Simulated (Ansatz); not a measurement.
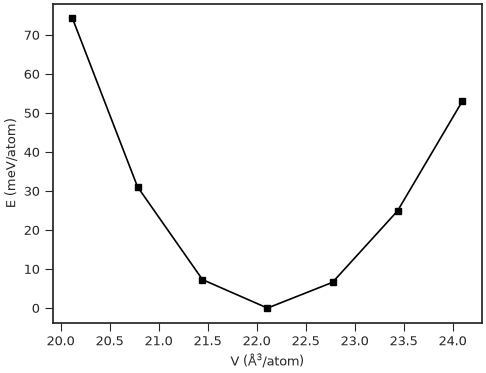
*TaSb2 in space group C2/m (No. 12; Ta on 4i, Sb on 4i, Sb on 4i) under volume change, plane-wave PAW PBEsol (Ansatz code), shape and atoms relaxed at each volume.*

What does a third-order Birch–Murnaghan fit give for V₀, B₀ and B′?

V₀ = 22.11 Å³/atom, B₀ = 111 GPa, B′ = 4.6.

The first step of the workflow began from a Materials Project structure, measured or hypothetical; the Crystallography Open Database copy checked does not list it. Whether it is the stable phase at ambient conditions was not checked. Symmetry was held in the PBEsol relaxation; its stability against distortions is not shown here. The run is not spin-polarised. Scalar-relativistic: spin–orbit coupling is off unless named, which matters more the heavier the elements.

Potentials: the later of the program's two PAW sets.
